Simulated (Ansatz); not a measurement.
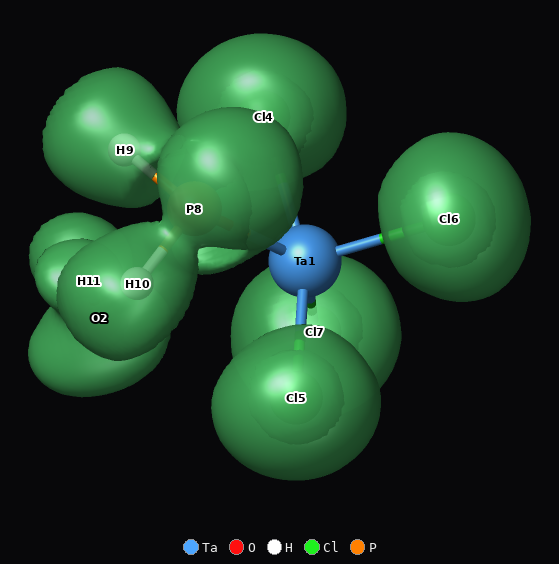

Cl4H2PTa···H2O. Isosurface of the ELF at 0.75 (green), seen from one side. Only the valence region is drawn (cores and ρ < 0.01 e/Å³ removed).

Core potentials replace the inner electrons of Ta; not at a stationary point (largest force 0.8 eV/Å).

All numbers below come from RKS PBE/def2-SVP (Ansatz).

```xyz
11

Ta   -0.4516    0.5023    0.2608
O     2.6032   -0.4696    0.3695
H     2.5746   -1.0778    1.1337
Cl   -0.4381   -0.0637    2.5389
Cl    0.2262    1.4003   -1.7783
Cl   -2.5972    1.2965    0.1905
Cl   -0.3952   -1.7024   -0.4496
P     0.9664    2.4011    1.1342
H     1.7079    1.9951    2.2909
H     2.0632    2.6620    0.2508
H     2.6548    0.4245    0.7992
```

Q: Where are the electrons localised?

A: The ELF exceeds this value in four regions wrapped around Cl (the valence shell of each), one joined region spread over several atoms (H, O), in which their bonds and any lone pairs are merged and one joined region spread over several atoms (H, P), in which their bonds and any lone pairs are merged. Profiles from the grid: Ta1···O2 (3.21 Å): the ELF dips to about 0.05 between them. Ta–Cl (2.29 Å): the ELF peaks at about 0.85 in the valence shell of Cl, 0.8 Å from its nucleus, and is about 0.40 at the midpoint.
